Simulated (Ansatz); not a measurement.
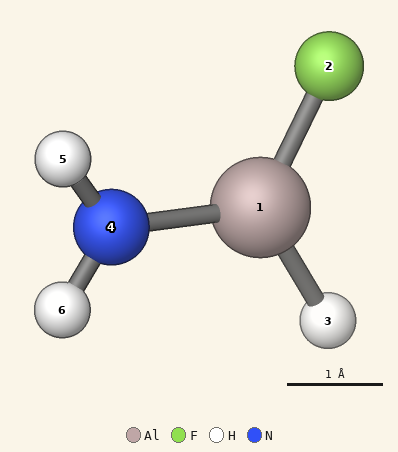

Figure 1. The input geometry (ball-and-stick view, seen at a tilt; atoms are numbered from 1 in the order of the input). Sticks mark near contacts.

Run report: AlNH$_{3}$F, molecular dynamics (part 1 of 4)

AlNH$_{3}$F, computed with RKS r2SCAN-D4/6-31G* (Ansatz 0.2.0).

It belongs to a series of runs on one base structure; here: dynamics from the start. Figures and captions count atoms from 1; the log counts them from 0 in places.

Log
```
Engine: ansatz 0.2.0, aarch64-unknown-linux-gnu
Functional definition: r2SCAN
  parameter k0 = 0.174
  parameter k1 = 0.065
  parameter a1 = 4.9479
  exchange = r2scan_x(k0 = k0, k1 = k1, a1 = a1)
  correlation = r2scan_c
648 factors; their error is unknown
mean field evaluation 1: about -10843.6157 eV, gradient 6.8e1 eV
mean field evaluation 2: about -10816.3207 eV, gradient 1.2e2 eV
mean field evaluation 4: about -10851.9214 eV, gradient 1.1e1 eV
mean field evaluation 8: about -10852.0932 eV, gradient 1.2e-1 eV
mean field -10852.09327236 eV, -398.8070719463 hartree, gradient 5.2e-5 eV, S^2 0.000000; 0 other end points of the search recorded, 0 dependent functions left out
the calculation of the forces begins
reference -10852.09328606 eV, -398.8070724495 hartree; 16, 16 occupied and 39, 39 virtual orbitals, 648 factors
md step     0: t =     0.00 fs  T =  3000.0 K  F+E_penalty+E_count = -10852.10958782 eV  E_kin = 1.551120 eV  conserved = -10850.55846783 eV  (23 SCF iters)
these checks for a lower state are left out or cut short: starts, cluster_reference, orbital_swaps, neighbouring_geometries, increment
648 factors; their error is unknown
mean field evaluation 16: about -10852.0906 eV, gradient 1.0e-2 eV
mean field -10852.06808449 eV, -398.8061463091 hartree, gradient 1.2e-5 eV, S^2 0.000000; 0 other end points of the search recorded, 0 dependent functions left out
the calculation of the forces begins
reference -10852.06809823 eV, -398.8061468140 hartree; 16, 16 occupied and 39, 39 virtual orbitals, 648 factors
md step     1: t =     0.50 fs  T =  2951.2 K  F+E_penalty+E_count = -10852.08439238 eV  E_kin = 1.525866 eV  conserved = -10850.55852648 eV  (27 SCF iters, 3 dispersion substeps)
[... from here on the SCF iterations and repeated set-up lines of each step are left out, up to the last step ...]
md step     2: t =     1.00 fs  T =  2811.0 K  F+E_penalty+E_count = -10852.01130053 eV  E_kin = 1.453402 eV  conserved = -10850.55789863 eV  (28 SCF iters, 3 dispersion substeps)
md step     3: t =     1.50 fs  T =  2601.7 K  F+E_penalty+E_count = -10851.90193915 eV  E_kin = 1.345182 eV  conserved = -10850.55675848 eV  (28 SCF iters, 3 dispersion substeps)
md step     4: t =     2.00 fs  T =  2360.7 K  F+E_penalty+E_count = -10851.77592544 eV  E_kin = 1.220591 eV  conserved = -10850.55533671 eV  (28 SCF iters, 3 dispersion substeps)
md step     5: t =     2.50 fs  T =  2133.1 K  F+E_penalty+E_count = -10851.65685450 eV  E_kin = 1.102893 eV  conserved = -10850.55396627 eV  (27 SCF iters, 3 dispersion substeps)
md step     6: t =     3.00 fs  T =  1961.0 K  F+E_penalty+E_count = -10851.56696009 eV  E_kin = 1.013932 eV  conserved = -10850.55303745 eV  (27 SCF iters, 3 dispersion substeps)
md step     7: t =     3.50 fs  T =  1872.7 K  F+E_penalty+E_count = -10851.52113153 eV  E_kin = 0.968285 eV  conserved = -10850.55286186 eV  (29 SCF iters, 3 dispersion substeps)
md step     8: t =     4.00 fs  T =  1873.6 K  F+E_penalty+E_count = -10851.52224285 eV  E_kin = 0.968741 eV  conserved = -10850.55352453 eV  (28 SCF iters, 3 dispersion substeps)
md step     9: t =     4.50 fs  T =  1944.1 K  F+E_penalty+E_count = -10851.55994533 eV  E_kin = 1.005157 eV  conserved = -10850.55482094 eV  (29 SCF iters, 3 dispersion substeps)
md step    10: t =     5.00 fs  T =  2045.4 K  F+E_penalty+E_count = -10851.61382174 eV  E_kin = 1.057540 eV  conserved = -10850.55632711 eV  (29 SCF iters, 3 dispersion substeps)
md step    11: t =     5.50 fs  T =  2132.3 K  F+E_penalty+E_count = -10851.65993343 eV  E_kin = 1.102466 eV  conserved = -10850.55752792 eV  (29 SCF iters, 3 dispersion substeps)
md step    12: t =     6.00 fs  T =  2167.8 K  F+E_penalty+E_count = -10851.67877129 eV  E_kin = 1.120865 eV  conserved = -10850.55798362 eV  (29 SCF iters, 3 dispersion substeps)
md step    13: t =     6.50 fs  T =  2136.5 K  F+E_penalty+E_count = -10851.66204433 eV  E_kin = 1.104634 eV  conserved = -10850.55750642 eV  (28 SCF iters, 3 dispersion substeps)
md step    14: t =     7.00 fs  T =  2048.7 K  F+E_penalty+E_count = -10851.61546006 eV  E_kin = 1.059238 eV  conserved = -10850.55633852 eV  (29 SCF iters, 3 dispersion substeps)
md step    15: t =     7.50 fs  T =  1933.9 K  F+E_penalty+E_count = -10851.55489421 eV  E_kin = 0.999881 eV  conserved = -10850.55515017 eV  (29 SCF iters, 3 dispersion substeps)
md step    16: t =     8.00 fs  T =  1822.3 K  F+E_penalty+E_count = -10851.49659496 eV  E_kin = 0.942181 eV  conserved = -10850.55457277 eV  (24 SCF iters, 3 dispersion substeps)
md step    17: t =     8.50 fs  T =  1727.9 K  F+E_penalty+E_count = -10851.44796066 eV  E_kin = 0.893406 eV  conserved = -10850.55473614 eV  (27 SCF iters, 3 dispersion substeps)
md step    18: t =     9.00 fs  T =  1645.1 K  F+E_penalty+E_count = -10851.40563716 eV  E_kin = 0.850587 eV  conserved = -10850.55525471 eV  (29 SCF iters, 3 dispersion substeps)
md step    19: t =     9.50 fs  T =  1558.1 K  F+E_penalty+E_count = -10851.36105651 eV  E_kin = 0.805620 eV  conserved = -10850.55566563 eV  (29 SCF iters, 3 dispersion substeps)
md step    20: t =    10.00 fs  T =  1454.3 K  F+E_penalty+E_count = -10851.30741153 eV  E_kin = 0.751931 eV  conserved = -10850.55573456 eV  (28 SCF iters, 3 dispersion substeps)
md step    21: t =    10.50 fs  T =  1331.1 K  F+E_penalty+E_count = -10851.24340423 eV  E_kin = 0.688224 eV  conserved = -10850.55545904 eV  (28 SCF iters, 3 dispersion substeps)
md step    22: t =    11.00 fs  T =  1196.7 K  F+E_penalty+E_count = -10851.17340317 eV  E_kin = 0.618752 eV  conserved = -10850.55495520 eV  (29 SCF iters, 3 dispersion substeps)
md step    23: t =    11.50 fs  T =  1066.8 K  F+E_penalty+E_count = -10851.10560520 eV  E_kin = 0.551559 eV  conserved = -10850.55437433 eV  (29 SCF iters, 3 dispersion substeps)
md step    24: t =    12.00 fs  T =   959.4 K  F+E_penalty+E_count = -10851.04956614 eV  E_kin = 0.496063 eV  conserved = -10850.55385460 eV  (29 SCF iters, 3 dispersion substeps)
md step    25: t =    12.50 fs  T =   891.2 K  F+E_penalty+E_count = -10851.01390109 eV  E_kin = 0.460774 eV  conserved = -10850.55350125 eV  (29 SCF iters, 3 dispersion substeps)
md step    26: t =    13.00 fs  T =   873.3 K  F+E_penalty+E_count = -10851.00452069 eV  E_kin = 0.451538 eV  conserved = -10850.55338133 eV  (29 SCF iters, 3 dispersion substeps)
md step    27: t =    13.50 fs  T =   909.8 K  F+E_penalty+E_count = -10851.02349922 eV  E_kin = 0.470395 eV  conserved = -10850.55352886 eV  (29 SCF iters, 3 dispersion substeps)
md step    28: t =    14.00 fs  T =   996.1 K  F+E_penalty+E_count = -10851.06853005 eV  E_kin = 0.515039 eV  conserved = -10850.55394512 eV  (29 SCF iters, 3 dispersion substeps)
md step    29: t =    14.50 fs  T =  1119.6 K  F+E_penalty+E_count = -10851.13296416 eV  E_kin = 0.578864 eV  conserved = -10850.55458947 eV  (29 SCF iters, 3 dispersion substeps)
md step    30: t =    15.00 fs  T =  1260.5 K  F+E_penalty+E_count = -10851.20656491 eV  E_kin = 0.651736 eV  conserved = -10850.55536029 eV  (29 SCF iters, 3 dispersion substeps)
md step    31: t =    15.50 fs  T =  1395.9 K  F+E_penalty+E_count = -10851.27722830 eV  E_kin = 0.721725 eV  conserved = -10850.55608330 eV  (28 SCF iters, 3 dispersion substeps)
md step    32: t =    16.00 fs  T =  1504.5 K  F+E_penalty+E_count = -10851.33378658 eV  E_kin = 0.777885 eV  conserved = -10850.55653709 eV  (29 SCF iters, 3 dispersion substeps)
md step    33: t =    16.50 fs  T =  1573.4 K  F+E_penalty+E_count = -10851.36937253 eV  E_kin = 0.813504 eV  conserved = -10850.55656493 eV  (25 SCF iters, 3 dispersion substeps)
md step    34: t =    17.00 fs  T =  1601.8 K  F+E_penalty+E_count = -10851.38365688 eV  E_kin = 0.828190 eV  conserved = -10850.55622750 eV  (28 SCF iters, 3 dispersion substeps)
md step    35: t =    17.50 fs  T =  1599.2 K  F+E_penalty+E_count = -10851.38184538 eV  E_kin = 0.826845 eV  conserved = -10850.55582898 eV  (27 SCF iters, 3 dispersion substeps)
md step    36: t =    18.00 fs  T =  1577.0 K  F+E_penalty+E_count = -10851.37018746 eV  E_kin = 0.815373 eV  conserved = -10850.55571282 eV  (27 SCF iters, 3 dispersion substeps)
md step    37: t =    18.50 fs  T =  1539.9 K  F+E_penalty+E_count = -10851.35115958 eV  E_kin = 0.796215 eV  conserved = -10850.55591311 eV  (28 SCF iters, 3 dispersion substeps)
md step    38: t =    19.00 fs  T =  1484.9 K  F+E_penalty+E_count = -10851.32287094 eV  E_kin = 0.767768 eV  conserved = -10850.55614170 eV  (28 SCF iters, 3 dispersion substeps)
md step    39: t =    19.50 fs  T =  1408.2 K  F+E_penalty+E_count = -10851.28307475 eV  E_kin = 0.728121 eV  conserved = -10850.55606113 eV  (29 SCF iters, 3 dispersion substeps)
md step    40: t =    20.00 fs  T =  1314.2 K  F+E_penalty+E_count = -10851.23388113 eV  E_kin = 0.679474 eV  conserved = -10850.55558174 eV  (28 SCF iters, 3 dispersion substeps)
md step    41: t =    20.50 fs  T =  1217.4 K  F+E_penalty+E_count = -10851.18307534 eV  E_kin = 0.629420 eV  conserved = -10850.55489475 eV  (28 SCF iters, 3 dispersion substeps)
md step    42: t =    21.00 fs  T =  1138.0 K  F+E_penalty+E_count = -10851.14139573 eV  E_kin = 0.588392 eV  conserved = -10850.55430572 eV  (28 SCF iters, 3 dispersion substeps)
md step    43: t =    21.50 fs  T =  1093.6 K  F+E_penalty+E_count = -10851.11809417 eV  E_kin = 0.565420 eV  conserved = -10850.55403672 eV  (28 SCF iters, 3 dispersion substeps)
md step    44: t =    22.00 fs  T =  1092.6 K  F+E_penalty+E_count = -10851.11760168 eV  E_kin = 0.564898 eV  conserved = -10850.55412763 eV  (28 SCF iters, 3 dispersion substeps)
md step    45: t =    22.50 fs  T =  1133.0 K  F+E_penalty+E_count = -10851.13877880 eV  E_kin = 0.585797 eV  conserved = -10850.55447071 eV  (28 SCF iters, 3 dispersion substeps)
md step    46: t =    23.00 fs  T =  1204.9 K  F+E_penalty+E_count = -10851.17634713 eV  E_kin = 0.622992 eV  conserved = -10850.55491374 eV  (28 SCF iters, 3 dispersion substeps)
md step    47: t =    23.50 fs  T =  1294.4 K  F+E_penalty+E_count = -10851.22300533 eV  E_kin = 0.669266 eV  conserved = -10850.55537562 eV  (29 SCF iters, 3 dispersion substeps)
md step    48: t =    24.00 fs  T =  1386.1 K  F+E_penalty+E_count = -10851.27076331 eV  E_kin = 0.716651 eV  conserved = -10850.55583337 eV  (28 SCF iters, 3 dispersion substeps)
md step    49: t =    24.50 fs  T =  1464.0 K  F+E_penalty+E_count = -10851.31144201 eV  E_kin = 0.756969 eV  conserved = -10850.55628627 eV  (28 SCF iters, 3 dispersion substeps)
md step    50: t =    25.00 fs  T =  1512.9 K  F+E_penalty+E_count = -10851.33698235 eV  E_kin = 0.782222 eV  conserved = -10850.55667300 eV  (28 SCF iters, 3 dispersion substeps)
md step    51: t =    25.50 fs  T =  1519.9 K  F+E_penalty+E_count = -10851.34066914 eV  E_kin = 0.785869 eV  conserved = -10850.55681495 eV  (26 SCF iters, 3 dispersion substeps)
md step    52: t =    26.00 fs  T =  1480.6 K  F+E_penalty+E_count = -10851.31990545 eV  E_kin = 0.765526 eV  conserved = -10850.55649871 eV  (28 SCF iters, 3 dispersion substeps)
md step    53: t =    26.50 fs  T =  1403.9 K  F+E_penalty+E_count = -10851.27931182 eV  E_kin = 0.725871 eV  conserved = -10850.55566192 eV  (29 SCF iters, 3 dispersion substeps)
md step    54: t =    27.00 fs  T =  1313.2 K  F+E_penalty+E_count = -10851.23128689 eV  E_kin = 0.678999 eV  conserved = -10850.55460656 eV  (28 SCF iters, 3 dispersion substeps)
md step    55: t =    27.50 fs  T =  1237.5 K  F+E_penalty+E_count = -10851.19131303 eV  E_kin = 0.639832 eV  conserved = -10850.55389441 eV  (29 SCF iters, 3 dispersion substeps)
md step    56: t =    28.00 fs  T =  1196.0 K  F+E_penalty+E_count = -10851.16975637 eV  E_kin = 0.618365 eV  conserved = -10850.55389640 eV  (28 SCF iters, 3 dispersion substeps)
md step    57: t =    28.50 fs  T =  1188.8 K  F+E_penalty+E_count = -10851.16652953 eV  E_kin = 0.614650 eV  conserved = -10850.55447744 eV  (27 SCF iters, 3 dispersion substeps)
md step    58: t =    29.00 fs  T =  1200.0 K  F+E_penalty+E_count = -10851.17296925 eV  E_kin = 0.620472 eV  conserved = -10850.55518909 eV  (28 SCF iters, 3 dispersion substeps)
md step    59: t =    29.50 fs  T =  1209.8 K  F+E_penalty+E_count = -10851.17837767 eV  E_kin = 0.625511 eV  conserved = -10850.55565572 eV  (29 SCF iters, 3 dispersion substeps)
md step    60: t =    30.00 fs  T =  1204.8 K  F+E_penalty+E_count = -10851.17578460 eV  E_kin = 0.622944 eV  conserved = -10850.55572962 eV  (29 SCF iters, 3 dispersion substeps)
md step    61: t =    30.50 fs  T =  1183.5 K  F+E_penalty+E_count = -10851.16436691 eV  E_kin = 0.611911 eV  conserved = -10850.55544490 eV  (29 SCF iters, 3 dispersion substeps)
md step    62: t =    31.00 fs  T =  1154.9 K  F+E_penalty+E_count = -10851.14899581 eV  E_kin = 0.597151 eV  conserved = -10850.55493505 eV  (29 SCF iters, 3 dispersion substeps)
md step    63: t =    31.50 fs  T =  1135.2 K  F+E_penalty+E_count = -10851.13812184 eV  E_kin = 0.586936 eV  conserved = -10850.55437686 eV  (29 SCF iters, 3 dispersion substeps)
md step    64: t =    32.00 fs  T =  1141.7 K  F+E_penalty+E_count = -10851.14096840 eV  E_kin = 0.590323 eV  conserved = -10850.55393765 eV  (28 SCF iters, 3 dispersion substeps)
md step    65: t =    32.50 fs  T =  1188.5 K  F+E_penalty+E_count = -10851.16482786 eV  E_kin = 0.614478 eV  conserved = -10850.55374922 eV  (29 SCF iters, 3 dispersion substeps)
md step    66: t =    33.00 fs  T =  1281.5 K  F+E_penalty+E_count = -10851.21294293 eV  E_kin = 0.662566 eV  conserved = -10850.55389099 eV  (29 SCF iters, 3 dispersion substeps)
md step    67: t =    33.50 fs  T =  1416.7 K  F+E_penalty+E_count = -10851.28322059 eV  E_kin = 0.732476 eV  conserved = -10850.55438628 eV  (28 SCF iters, 3 dispersion substeps)
md step    68: t =    34.00 fs  T =  1579.2 K  F+E_penalty+E_count = -10851.36791799 eV  E_kin = 0.816525 eV  conserved = -10850.55517968 eV  (29 SCF iters, 3 dispersion substeps)
md step    69: t =    34.50 fs  T =  1745.3 K  F+E_penalty+E_count = -10851.45456754 eV  E_kin = 0.902387 eV  conserved = -10850.55612896 eV  (29 SCF iters, 3 dispersion substeps)
md step    70: t =    35.00 fs  T =  1886.7 K  F+E_penalty+E_count = -10851.52835491 eV  E_kin = 0.975502 eV  conserved = -10850.55698100 eV  (26 SCF iters, 3 dispersion substeps)
md step    71: t =    35.50 fs  T =  1978.5 K  F+E_penalty+E_count = -10851.57607962 eV  E_kin = 1.022963 eV  conserved = -10850.55743811 eV  (27 SCF iters, 3 dispersion substeps)
md step    72: t =    36.00 fs  T =  2007.5 K  F+E_penalty+E_count = -10851.59072050 eV  E_kin = 1.037953 eV  conserved = -10850.55729043 eV  (28 SCF iters, 3 dispersion substeps)
md step    73: t =    36.50 fs  T =  1978.2 K  F+E_penalty+E_count = -10851.57463577 eV  E_kin = 1.022801 eV  conserved = -10850.55656091 eV  (27 SCF iters, 3 dispersion substeps)
md step    74: t =    37.00 fs  T =  1912.2 K  F+E_penalty+E_count = -10851.53927940 eV  E_kin = 0.988671 eV  conserved = -10850.55553469 eV  (27 SCF iters, 3 dispersion substeps)
md step    75: t =    37.50 fs  T =  1840.7 K  F+E_penalty+E_count = -10851.50116661 eV  E_kin = 0.951708 eV  conserved = -10850.55458007 eV  (27 SCF iters, 3 dispersion substeps)
md step    76: t =    38.00 fs  T =  1793.9 K  F+E_penalty+E_count = -10851.47622883 eV  E_kin = 0.927510 eV  conserved = -10850.55403129 eV  (27 SCF iters, 3 dispersion substeps)
md step    77: t =    38.50 fs  T =  1790.7 K  F+E_penalty+E_count = -10851.47446658 eV  E_kin = 0.925868 eV  conserved = -10850.55410171 eV  (27 SCF iters, 3 dispersion substeps)
md step    78: t =    39.00 fs  T =  1832.3 K  F+E_penalty+E_count = -10851.49642873 eV  E_kin = 0.947350 eV  conserved = -10850.55477678 eV  (27 SCF iters, 3 dispersion substeps)
md step    79: t =    39.50 fs  T =  1902.1 K  F+E_penalty+E_count = -10851.53328650 eV  E_kin = 0.983440 eV  conserved = -10850.55574800 eV  (27 SCF iters, 3 dispersion substeps)
md step    80: t =    40.00 fs  T =  1974.5 K  F+E_penalty+E_count = -10851.57134146 eV  E_kin = 1.020881 eV  conserved = -10850.55657414 eV  (27 SCF iters, 3 dispersion substeps)
md step    81: t =    40.50 fs  T =  2026.8 K  F+E_penalty+E_count = -10851.59856154 eV  E_kin = 1.047945 eV  conserved = -10850.55695214 eV  (27 SCF iters, 3 dispersion substeps)
md step    82: t =    41.00 fs  T =  2048.1 K  F+E_penalty+E_count = -10851.60922140 eV  E_kin = 1.058946 eV  conserved = -10850.55683857 eV  (28 SCF iters, 3 dispersion substeps)
md step    83: t =    41.50 fs  T =  2040.7 K  F+E_penalty+E_count = -10851.60471454 eV  E_kin = 1.055107 eV  conserved = -10850.55640104 eV  (27 SCF iters, 3 dispersion substeps)
md step    84: t =    42.00 fs  T =  2016.1 K  F+E_penalty+E_count = -10851.59124626 eV  E_kin = 1.042409 eV  conserved = -10850.55586107 eV  (26 SCF iters, 3 dispersion substeps)
md step    85: t =    42.50 fs  T =  1988.7 K  F+E_penalty+E_count = -10851.57641590 eV  E_kin = 1.028236 eV  conserved = -10850.55543368 eV  (29 SCF iters, 3 dispersion substeps)
md step    86: t =    43.00 fs  T =  1969.3 K  F+E_penalty+E_count = -10851.56598009 eV  E_kin = 1.018211 eV  conserved = -10850.55525142 eV  (28 SCF iters, 3 dispersion substeps)
md step    87: t =    43.50 fs  T =  1961.3 K  F+E_penalty+E_count = -10851.56172465 eV  E_kin = 1.014068 eV  conserved = -10850.55536767 eV  (28 SCF iters, 3 dispersion substeps)
md step    88: t =    44.00 fs  T =  1959.1 K  F+E_penalty+E_count = -10851.56073102 eV  E_kin = 1.012954 eV  conserved = -10850.55571883 eV  (27 SCF iters, 3 dispersion substeps)
md step    89: t =    44.50 fs  T =  1950.5 K  F+E_penalty+E_count = -10851.55641871 eV  E_kin = 1.008473 eV  conserved = -10850.55611899 eV  (28 SCF iters, 3 dispersion substeps)
md step    90: t =    45.00 fs  T =  1921.8 K  F+E_penalty+E_count = -10851.54152283 eV  E_kin = 0.993645 eV  conserved = -10850.55628268 eV  (26 SCF iters, 3 dispersion substeps)
md step    91: t =    45.50 fs  T =  1866.7 K  F+E_penalty+E_count = -10851.51248938 eV  E_kin = 0.965182 eV  conserved = -10850.55594172 eV  (28 SCF iters, 3 dispersion substeps)
md step    92: t =    46.00 fs  T =  1793.4 K  F+E_penalty+E_count = -10851.47345292 eV  E_kin = 0.927251 eV  conserved = -10850.55505844 eV  (28 SCF iters, 3 dispersion substeps)
md step    93: t =    46.50 fs  T =  1724.9 K  F+E_penalty+E_count = -10851.43673449 eV  E_kin = 0.891834 eV  conserved = -10850.55397338 eV  (28 SCF iters, 3 dispersion substeps)
md step    94: t =    47.00 fs  T =  1690.1 K  F+E_penalty+E_count = -10851.41784313 eV  E_kin = 0.873847 eV  conserved = -10850.55328133 eV  (28 SCF iters, 3 dispersion substeps)
md step    95: t =    47.50 fs  T =  1707.6 K  F+E_penalty+E_count = -10851.42684020 eV  E_kin = 0.882894 eV  conserved = -10850.55344449 eV  (26 SCF iters, 3 dispersion substeps)
md step    96: t =    48.00 fs  T =  1773.5 K  F+E_penalty+E_count = -10851.46165372 eV  E_kin = 0.916952 eV  conserved = -10850.55442111 eV  (28 SCF iters, 3 dispersion substeps)
md step    97: t =    48.50 fs  T =  1862.3 K  F+E_penalty+E_count = -10851.50858366 eV  E_kin = 0.962870 eV  conserved = -10850.55566627 eV  (28 SCF iters, 3 dispersion substeps)
md step    98: t =    49.00 fs  T =  1941.3 K  F+E_penalty+E_count = -10851.55004125 eV  E_kin = 1.003706 eV  conserved = -10850.55653324 eV  (28 SCF iters, 3 dispersion substeps)
md step    99: t =    49.50 fs  T =  1987.6 K  F+E_penalty+E_count = -10851.57390635 eV  E_kin = 1.027653 eV  conserved = -10850.55670687 eV  (28 SCF iters, 3 dispersion substeps)
md step   100: t =    50.00 fs  T =  1997.4 K  F+E_penalty+E_count = -10851.57831154 eV  E_kin = 1.032730 eV  conserved = -10850.55629703 eV  (28 SCF iters, 3 dispersion substeps)
md step   101: t =    50.50 fs  T =  1983.5 K  F+E_penalty+E_count = -10851.57023014 eV  E_kin = 1.025566 eV  conserved = -10850.55564220 eV  (28 SCF iters, 3 dispersion substeps)
md step   102: t =    51.00 fs  T =  1966.3 K  F+E_penalty+E_count = -10851.56050375 eV  E_kin = 1.016669 eV  conserved = -10850.55507647 eV  (28 SCF iters, 3 dispersion substeps)
md step   103: t =    51.50 fs  T =  1963.8 K  F+E_penalty+E_count = -10851.55869393 eV  E_kin = 1.015382 eV  conserved = -10850.55481687 eV  (28 SCF iters, 3 dispersion substeps)
md step   104: t =    52.00 fs  T =  1985.1 K  F+E_penalty+E_count = -10851.56958737 eV  E_kin = 1.026400 eV  conserved = -10850.55495966 eV  (27 SCF iters, 3 dispersion substeps)
md step   105: t =    52.50 fs  T =  2027.2 K  F+E_penalty+E_count = -10851.59160655 eV  E_kin = 1.048159 eV  conserved = -10850.55549312 eV  (26 SCF iters, 3 dispersion substeps)
md step   106: t =    53.00 fs  T =  2075.2 K  F+E_penalty+E_count = -10851.61692888 eV  E_kin = 1.072936 eV  conserved = -10850.55632000 eV  (28 SCF iters, 3 dispersion substeps)
md step   107: t =    53.50 fs  T =  2105.2 K  F+E_penalty+E_count = -10851.63307713 eV  E_kin = 1.088457 eV  conserved = -10850.55723612 eV  (29 SCF iters, 3 dispersion substeps)
md step   108: t =    54.00 fs  T =  2091.1 K  F+E_penalty+E_count = -10851.62619628 eV  E_kin = 1.081181 eV  conserved = -10850.55792331 eV  (28 SCF iters, 3 dispersion substeps)
md step   109: t =    54.50 fs  T =  2013.9 K  F+E_penalty+E_count = -10851.58605381 eV  E_kin = 1.041270 eV  conserved = -10850.55797860 eV  (27 SCF iters, 3 dispersion substeps)
md step   110: t =    55.00 fs  T =  1873.3 K  F+E_penalty+E_count = -10851.51217246 eV  E_kin = 0.968584 eV  conserved = -10850.55705727 eV  (27 SCF iters, 3 dispersion substeps)
md step   111: t =    55.50 fs  T =  1696.9 K  F+E_penalty+E_count = -10851.41878675 eV  E_kin = 0.877343 eV  conserved = -10850.55516637 eV  (28 SCF iters, 3 dispersion substeps)
```
